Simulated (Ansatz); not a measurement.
## Electronic structure of FH3O4W (SMILES [O]=[W]([OH])([OH])([OH])[F]) in real space

```csv
atom,x (Å),y (Å),z (Å)
F,-1.2762,-0.9944,-0.6687
O,0.1521,-1.9992,1.5239
O,-0.5443,0.7392,0.9288
O,2.0150,-0.0690,0.7213
O,1.0362,-1.6751,-1.2068
W,0.3545,-0.8186,0.3372
H,-1.4454,0.9284,0.6413
H,2.7053,-0.1782,1.3820
H,0.4495,-1.9569,-1.9186
```

Geometry: PBE0-D4/def2-SVP; core potentials replace the inner electrons of W.

Theory: Ansatz, isolated molecule in a Gaussian basis; Kohn-Sham density functional theory, functional PBE0.

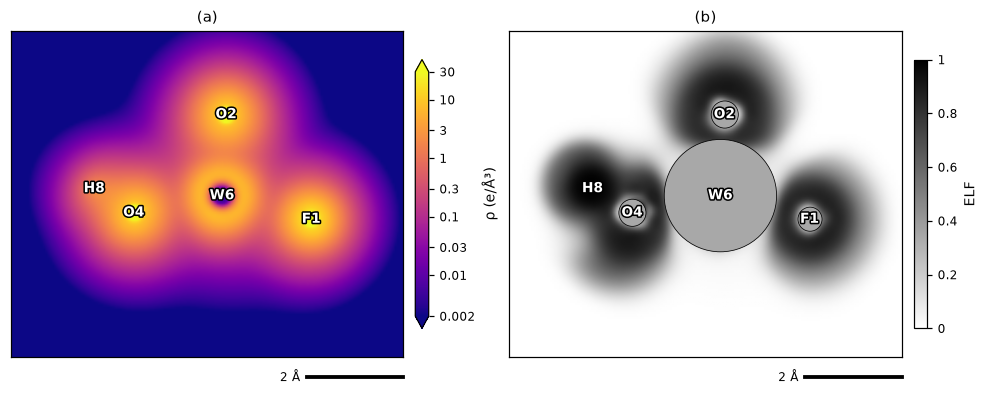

Figure 1. (a) electron density; (b) electron localisation function on the plane of atoms F1, W6 and O2. Grey discs cover the atomic cores in the ELF map.

Q: Read the bonding off the picture.

A: The section cuts through F, O, W and H sites.
W–O (1.69 Å): ρ at the midpoint is about 1.9 e/Å³; the ELF peaks at about 0.80 in the valence shell of O, 0.5 Å from its nucleus, and drops to about 0.40 between the two atoms.
W–F (1.92 Å): the density is about 0.94 e/Å³ at the midpoint; the ELF peaks at about 0.85 in the valence shell of F, 0.5 Å from its nucleus, and drops to about 0.20 between the two atoms.
O–H (0.96 Å): the density is about 3.7 e/Å³ at the midpoint; the ELF climbs to about 1 towards the hydrogen, as it does in any bond to H; a covalent bond by its length.
W–O (1.86 Å): the density is about 1.1 e/Å³ at the midpoint; the ELF peaks at about 0.85 in the valence shell of O, 0.6 Å from its nucleus, and drops to about 0.25 between the two atoms.

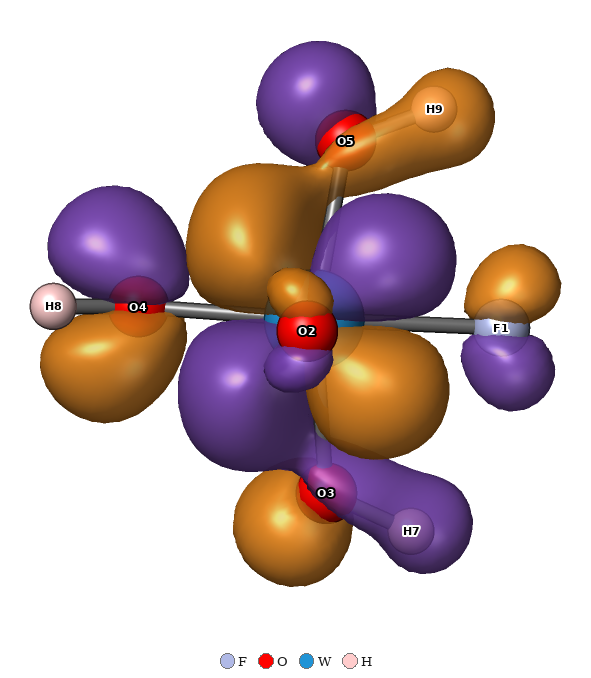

Figure 2. One frontier orbital at ±0.08 Å⁻³ᐟ² (orange and purple are the two phases), seen at an oblique angle.

Q: Which orbital is it: HOMO or LUMO?

A: The LUMO, at −2.96 eV. Its weight (Hirshfeld) is mainly on W6 (about 65 %), O4 (about 10 %), O5 (about 5 %) and O3 (about 5 %).

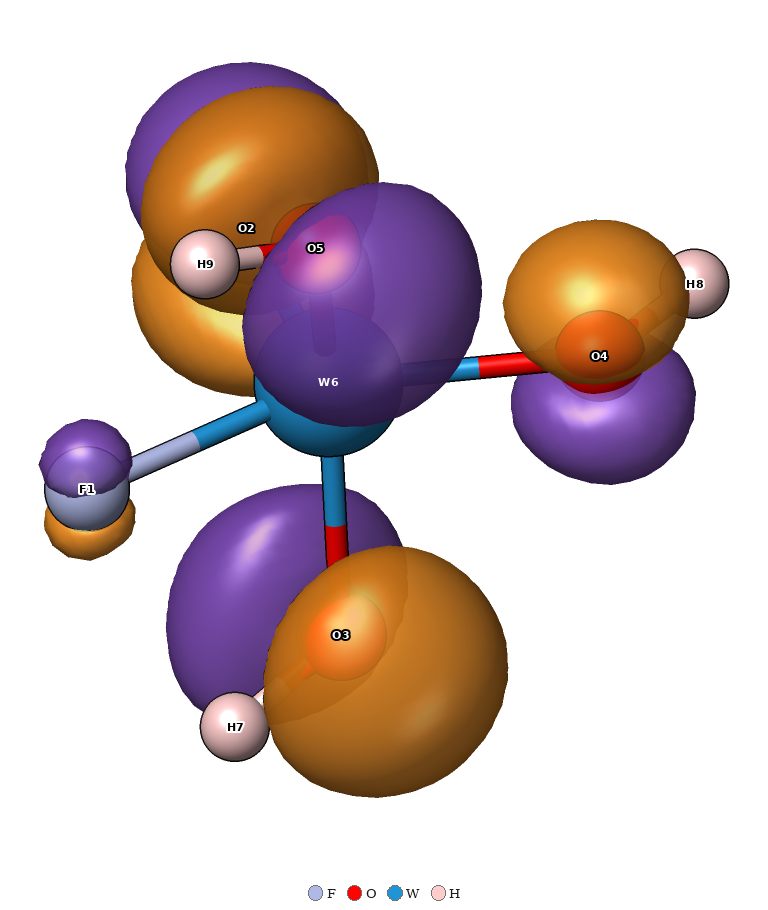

Figure 3. The HOMO−1 at ±0.1 Å⁻³ᐟ² (orange and purple are the two phases), seen at an oblique angle.

Q: Where does this orbital lie, and at what energy?

A: It lies mainly on O3 (about 30 %), O5 (about 30 %), O2 (about 25 %) and O4 (about 5 %); largely a combination of lone pairs on O3, O5, O2 and O4. Its energy is −9.67 eV.
